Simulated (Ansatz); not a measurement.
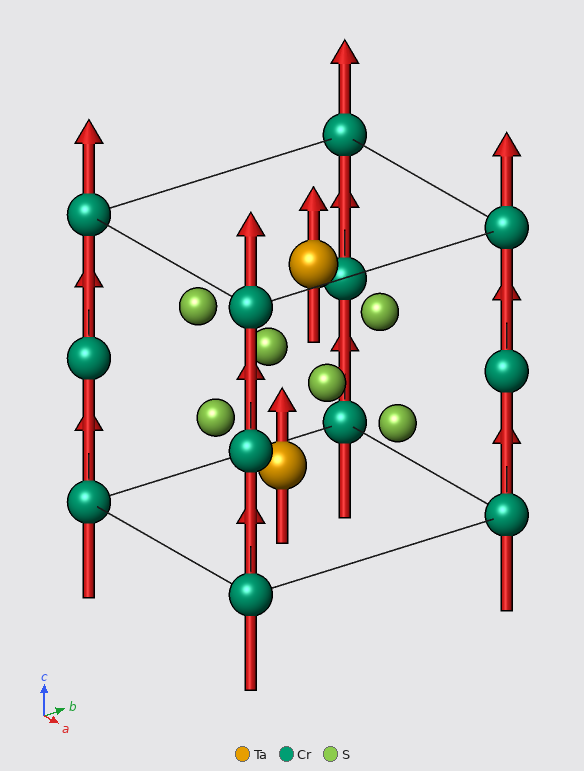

Drawn in the spheres-only manner and seen slightly off an axis. The parallelepiped is the simulation cell. Arrows are the site magnetic moments above 0.25 μB (those induced on non-metal atoms are left out); longer means larger, and red and blue are up and down (without spin-orbit coupling the axis itself is arbitrary).

This is the state reached for TaCrS₃. Setup: Ansatz 0.2.0, DFT PBE, scalar-relativistic, plane waves, PAW; 420 eV cutoff, Brillouin-zone sampling on a 6×6×8 mesh, Gaussian smearing of 0.1 eV, collinear spins.

What order do the moments form, and how large are they?

Answer. Ferromagnetic (within this cell). Site moments: 2 Ta +0.9 μB and 2 Cr +1.6 μB. The net spin moment of the whole cell is 6.0 μB, including what lies between the atoms and on sites without an arrow.

Origin of the cell: a textbook structure type filled with these elements (whether it is the usual form wasn't checked). Relaxation method: DFT PBE, scalar-relativistic, plane waves, PAW (Ansatz 0.2.0).
